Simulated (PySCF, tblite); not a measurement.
**CH₄BO₂ radical, a cluster model of a defect (boric unit): EPR parameters**

Wanted: the EPR parameters for `[CH2]B(O)O`. It is drawn as: carbon radical.

Programs: tblite 0.8.0 and PySCF 2.14.0. All values are calculated, for the isolated system unless a continuum is named. Atoms count from 0, parts from 1.

### Step 1. The system as given

8 atoms, charge 0, multiplicity 2; geometry: distance geometry start.

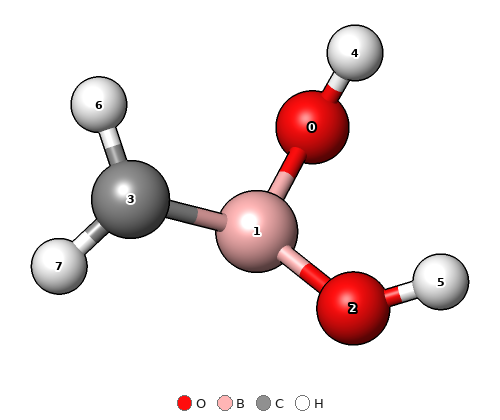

The starting geometry (oxygen red, boron pink, carbon grey, hydrogen white), atoms numbered.

### Step 2. Geometry optimisation with GFN2-xTB

What the job is given:

```
{"job": {"kind": "relax", "xc": "GFN2-xTB", "basis": "xTB"}, "charge": 0, "multiplicity": 2}
O      1.437223    -0.379297     0.845854
B      0.236726     0.473738     1.142797
O     -0.060823     1.517174     0.094622
C     -1.001160    -0.256505     1.762911
H      1.512923    -1.009597     0.125032
H      0.291120     1.509218    -0.817310
H     -0.933033    -1.305260     1.841194
H     -1.423736     0.203224     2.585404
```

Method: GFN2-xTB geometry optimisation, gas phase.

On the command line:

```bash
OMP_NUM_THREADS=1 python cluster_run.py task.json out
```

The driver reads the jobs from task.json and runs them one after another.

The log of the run:

```text
step      E/eV     max force
  0    -366.59576    5.167
  1    -367.16853    3.588
  2    -367.60876    2.011
  3    -367.68391    1.035
  4    -367.75602    0.559
  5    -367.78067    0.588
  6    -367.82194    0.579
  7    -367.86309    0.736
  8    -367.89905    0.602
  9    -367.92896    0.441
 10    -367.93916    0.399
 11    -367.95938    0.473
 12    -367.97848    0.436
 13    -367.99348    0.345
 14    -368.00076    0.331
 15    -368.00932    0.314
 16    -368.02947    0.481
 17    -368.03991    0.409
 18    -368.05126    0.346
 19    -368.06604    0.379
 20    -368.09395    0.992
 21    -368.13120    1.524
 22    -368.17937    1.045
 23    -368.24151    1.568
 24    -368.29574    0.590
 25    -368.33035    0.525
 26    -368.34570    0.632
 27    -368.36075    0.414
 28    -368.38348    0.333
 29    -368.39303    0.340
 30    -368.39881    0.330
 31    -368.40582    0.287
 32    -368.41216    0.250
 33    -368.41804    0.220
 34    -368.42028    0.113
 35    -368.42117    0.096
 36    -368.42173    0.082
 37    -368.42258    0.110
 38    -368.42328    0.078
 39    -368.42374    0.057
 40    -368.42400    0.066
 41    -368.42420    0.068
 42    -368.42445    0.059
 43    -368.42470    0.055
 44    -368.42487    0.054
 45    -368.42496    0.037
 46    -368.42501    0.020
 47    -368.42505    0.018
 48    -368.42508    0.020
 49    -368.42509    0.014
 50    -368.42510    0.009
 51    -368.42511    0.009
 52    -368.42512    0.017
 53    -368.42515    0.024
 54    -368.42517    0.024
 55    -368.42519    0.019
 56    -368.42520    0.015
 57    -368.42521    0.013
 58    -368.42522    0.012
 59    -368.42524    0.013
 60    -368.42525    0.007
```

Wall time 0.42 s (1 thread of Arm Neoverse V2, shared host).

Along the way:

```
step  energy from step 0 (eV)  largest force (eV/Å)
   0                   0.0000                5.1664
   2                  -1.0130                2.0107
   4                  -1.1603                0.5585
   6                  -1.2262                0.5798
   8                  -1.3033                0.6017
  10                  -1.3434                0.3988
  12                  -1.3827                0.4359
  14                  -1.4050                0.3308
  16                  -1.4337                0.4805
  18                  -1.4555                0.3464
  20                  -1.4982                0.9924
  22                  -1.5836                1.0453
  24                  -1.7000                0.5895
  26                  -1.7499                0.6323
  28                  -1.7877                0.3334
  30                  -1.8031                0.3309
  32                  -1.8164                0.2507
  34                  -1.8245                0.1129
  36                  -1.8260                0.0815
  38                  -1.8275                0.0787
  40                  -1.8282                0.0661
  42                  -1.8287                0.0589
  44                  -1.8291                0.0530
  46                  -1.8293                0.0203
  48                  -1.8293                0.0193
  50                  -1.8293                0.0097
  52                  -1.8294                0.0173
  54                  -1.8294                0.0240
  56                  -1.8294                0.0157
  58                  -1.8295                0.0118
  60                  -1.8295                0.0067
```

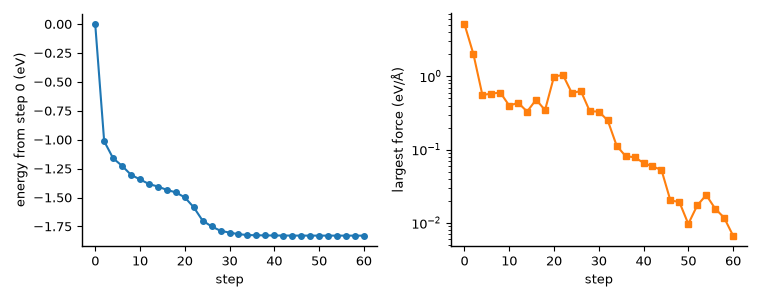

Energy and force, step by step.

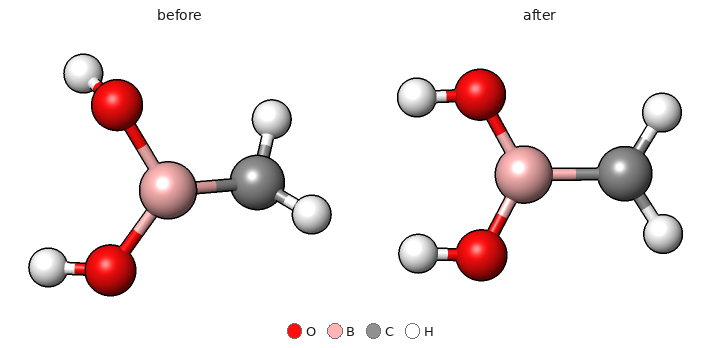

Before and after, at one scale.

Distances of close pairs at the start and the end, largest changes first:

```
 bond  before (Å)  after (Å)  change (Å)
B1–O2       1.509      1.368      -0.141
O0–B1       1.502      1.368      -0.135
C3–H7       1.033      1.075      +0.042
B1–C3       1.565      1.528      -0.038
C3–H6       1.054      1.075      +0.021
O2–H5       0.978      0.957      -0.020
O0–H4       0.961      0.957      -0.003
```

### Step 3. Relaxing the molecule at PBE0-D3(BJ)/def2-SVP

What the job is given:

```
{"job": {"xc": "PBE0", "basis": "def2-SVP", "d3": "d3bj", "grid": 2, "kind": "geom", "shake": 0.01}, "charge": 0, "multiplicity": 2}
O      1.140821    -0.847800    -0.393884
B      0.092925     0.034646    -0.109234
O     -0.087428     1.237851    -0.748844
C     -0.870438    -0.356327     0.971627
H      1.730064    -0.550874    -1.089605
H      0.572993     1.465857    -1.415336
H     -0.819252    -1.289077     1.511125
H     -1.713608     0.277172     1.246251
```

The log of the run:

```text
step   0  E = -215.46182762  max force = 0.029829
step   1  E = -215.46351647  max force = 0.008969
step   2  E = -215.46366208  max force = 0.001896
step   3  E = -215.46367104  max force = 0.000628
step   4  E = -215.46367260  max force = 0.000235
optimisation converged
```

It took 16 s on 1 thread of Arm Neoverse V2, shared host; peak memory 0.4 GiB.

Step by step:

```
step  energy from step 0 (eV)  largest force component (eV/Å)
   0                   0.0000                          1.5339
   1                  -0.0460                          0.4612
   2                  -0.0499                          0.0975
   3                  -0.0502                          0.0323
   4                  -0.0502                          0.0121
```

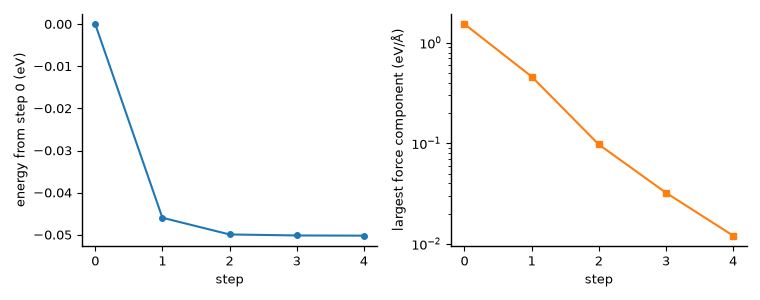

Energy and force, step by step.

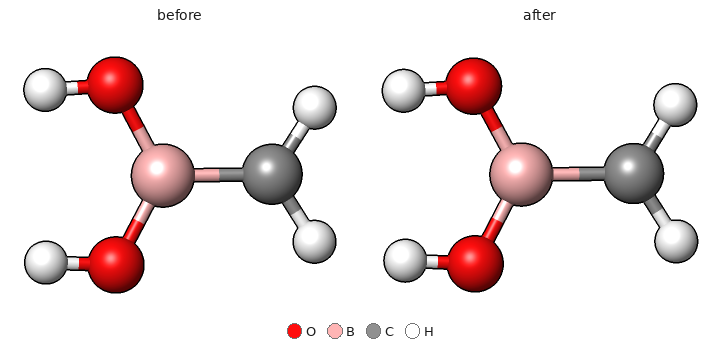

The geometry before (left) and after (right).

Close pairs (by a distance rule), those that changed most:

```
 bond  before (Å)  after (Å)  change (Å)
B1–C3       1.500      1.543      +0.043
O0–B1       1.399      1.371      -0.029
C3–H6       1.079      1.094      +0.015
O2–H5       0.966      0.961      -0.004
B1–O2       1.375      1.370      -0.004
C3–H7       1.090      1.094      +0.004
O0–H4       0.959      0.961      +0.002
```

The end geometry stands in the next job.

```
                         at the end point                value
  point group (found at 0.08 Å tolerance)                  C2v
rotational constants (GHz, main isotopes)  9.890, 8.988, 4.709
                        dipole moment (D)                 2.32
                                     ⟨S²⟩                0.754
```

### Step 4. EPR parameters: B3LYP/IGLO-III+pcH-1

What the job is given:

```
{"job": {"kind": "epr"}, "charge": 0, "multiplicity": 2}
O      1.099027    -0.845691    -0.407221
B      0.081792     0.022211    -0.106643
O     -0.095714     1.228959    -0.730988
C     -0.919481    -0.381120     0.995576
H      1.694374    -0.549119    -1.101036
H      0.552901     1.435425    -1.409643
H     -0.839367    -1.328618     1.536135
H     -1.754092     0.264344     1.284134
```

Level: UKS B3LYP, IGLO-III on B C O, pcH-1 on H, non-relativistic, mean-field spin-orbit, GIAO.

The log of the run:

```text
UKS, coarse grid
  cycle   1  E = -215.80361611  |g| = 6.91e-01
  cycle   2  E = -215.54094975  |g| = 1.10e+00
  cycle   3  E = -215.97044702  |g| = 5.98e-02
  cycle   4  E = -215.97165247  |g| = 3.13e-02
  cycle   5  E = -215.97214692  |g| = 4.03e-03
  cycle   6  E = -215.97215581  |g| = 1.36e-03
  cycle   7  E = -215.97215818  |g| = 4.95e-04
UKS, final grid
  cycle   1  E = -215.97219996  |g| = 4.95e-04
  cycle   2  E = -215.97219993  |g| = 6.01e-04
  cycle   3  E = -215.97220007  |g| = 1.33e-04
  cycle   4  E = -215.97220008  |g| = 2.61e-05
E = -215.97220008 Eh   <S^2> = 0.7531 (exact 0.7500)
g shifts (ppm)      1          2          3
  rmc          -139       -139       -139
  gc              8         37         39
  oz_so          10        754       1228
  total        -121        652       1127
hyperfine (MHz)  atom isotope    a_iso     a_fc   dipolar eigenvalues
    0   17O      -0.93      -0.93    -11.69      5.04      6.64
    1   11B     -30.25     -30.25     -6.04      2.02      4.01
    2   17O      -0.95      -0.95    -11.71      5.06      6.66
    3   13C      61.33      61.33    -71.93    -71.17    143.10
    4    1H      -4.66      -4.66     -4.22     -2.50      6.72
    5    1H      -4.66      -4.66     -4.23     -2.50      6.73
    6    1H     -56.68     -56.68    -34.76     -1.08     35.84
    7    1H     -56.66     -56.66    -34.76     -1.08     35.84
```

Run time: 13 s. Hardware: 1 thread of Arm Neoverse V2, shared host; peak memory 0.52 GiB.

Principal g values 2.00220, 2.00297, 2.00345; g(iso) = 2.00287, against 2.00232 for a free electron.

Hyperfine couplings; where a row names several nuclei, a(iso) is their mean (it holds for fast rotation or exchange) and the dipolar term the largest among them:

```
nuclei  isotope  a(iso) (MHz)  a(iso) (G, at g = 2.0023)  largest dipolar term (MHz)
    C3      13C          61.3                       21.9                       143.1
H6, H7       1H         -56.7                      -20.2                        35.8
    B1      11B         -30.2                      -10.8                        -6.0
H4, H5       1H          -4.7                       -1.7                         6.7
O0, O2      17O          -0.9                       -0.3                       -11.7
```

Mulliken spin populations:

```
atom  value (e)
  O0       0.03
  B1       0.03
  O2       0.03
  C3       1.01
  H4       0.00
  H5       0.00
  H6      -0.05
  H7      -0.05
```

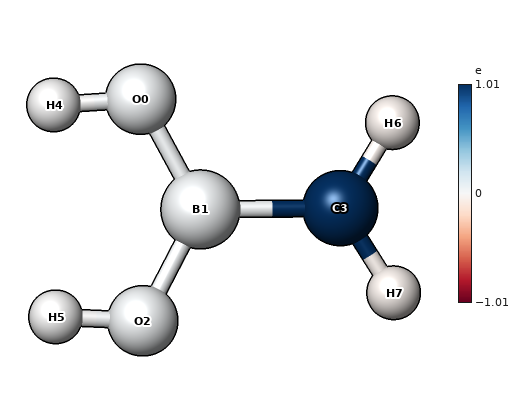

Mulliken spin populations, as colours on the atoms.

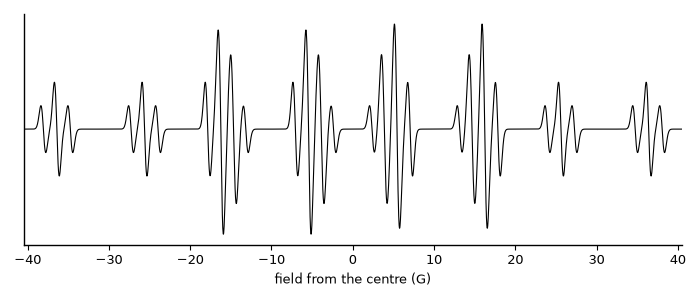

First-order isotropic spectrum (first derivative, main isotopes with spin only, couplings over 0.8 MHz, Gaussian width 0.3 G; couplings of the frozen geometry, rotation of groups not averaged beyond the rows shown).

### Step 5. g tensor and hyperfine couplings: BHandHLYP/IGLO-III+pcH-1

The job, as its differences from that of step 4:

```diff
@@ -1,2 +1,2 @@
-{"job": {"kind": "epr"}, "charge": 0, "multiplicity": 2}
+{"job": {"kind": "epr", "xc": "BHandHLYP"}, "charge": 0, "multiplicity": 2}
 O      1.099027    -0.845691    -0.407221
```

Level: UKS BHandHLYP, IGLO-III on B C O, pcH-1 on H, non-relativistic, mean-field spin-orbit, GIAO.

The log of the run:

```text
UKS, coarse grid
  cycle   1  E = -215.73309707  |g| = 5.74e-01
  cycle   2  E = -215.71864197  |g| = 6.42e-01
  cycle   3  E = -215.85393828  |g| = 3.13e-02
  cycle   4  E = -215.85446039  |g| = 1.19e-02
  cycle   5  E = -215.85454878  |g| = 3.41e-03
  cycle   6  E = -215.85456130  |g| = 1.57e-03
  cycle   7  E = -215.85456487  |g| = 3.76e-04
UKS, final grid
  cycle   1  E = -215.85458717  |g| = 2.14e-04
  cycle   2  E = -215.85458721  |g| = 1.32e-04
  cycle   3  E = -215.85458722  |g| = 7.59e-05
  cycle   4  E = -215.85458723  |g| = 4.01e-05
  cycle   5  E = -215.85458723  |g| = 3.02e-06
E = -215.85458723 Eh   <S^2> = 0.7541 (exact 0.7500)
g shifts (ppm)      1          2          3
  rmc          -137       -137       -137
  gc              7         36         38
  oz_so          10        691       1073
  total        -120        590        974
hyperfine (MHz)  atom isotope    a_iso     a_fc   dipolar eigenvalues
    0   17O      -2.55      -2.55     -9.98      4.15      5.83
    1   11B     -35.26     -35.26     -5.81      1.89      3.91
    2   17O      -2.56      -2.56    -10.01      4.16      5.85
    3   13C      79.53      79.53    -71.48    -70.31    141.79
    4    1H      -5.01      -5.01     -3.93     -2.51      6.43
    5    1H      -5.02      -5.02     -3.94     -2.51      6.45
    6    1H     -65.31     -65.31    -35.63     -1.05     36.68
    7    1H     -65.27     -65.27    -35.63     -1.05     36.68
```

Wall time 14 s (1 thread of Arm Neoverse V2, shared host); peak memory 0.52 GiB.

In short: g(iso) 2.00280.

### Step 6. Comparing the runs: EPR parameters

g, ⟨S²⟩ and isotropic hyperfine couplings (MHz), with basis size and wall time:

```
                     run   g(iso)   ⟨S²⟩  13C C3  1H H6 (mean)  11B B1  1H H4 (mean)  17O O0 (mean)  functions  time
    B3LYP/IGLO-III+pcH-1  2.00287  0.753    61.3         -56.7   -30.2          -4.7           -0.9        180  13 s
BHandHLYP/IGLO-III+pcH-1  2.00280  0.754    79.5         -65.3   -35.3          -5.0           -2.6        180  14 s
```

### Step 7. Outcome

| quantity | value |
| --- | --- |
| point group | C2v |
| rotational constants (main isotopes) | 9.89, 8.99, 4.71 GHz |
| g(iso) (B3LYP) | 2.00287 |
| ⟨S²⟩ | 0.753 (exact 0.75) |
| largest a(iso) (averaged by class) | 13C on C3, 61.3 MHz |

What this shows: Over 4 steps the energy fell by 0.050 eV; of the close pairs, B1–C3 changed most, 1.500 to 1.543 Å (PBE0/def2-SVP). No frequency check was run at this level, so the end point may be a saddle. C3 carries the largest spin population, 1.01 e. The isotropic g lies 0.6 ppt above the free-electron value. The coupling of 13C on C3 runs from 61.3 (B3LYP/IGLO-III+pcH-1) to 79.5 MHz (BHandHLYP/IGLO-III+pcH-1).
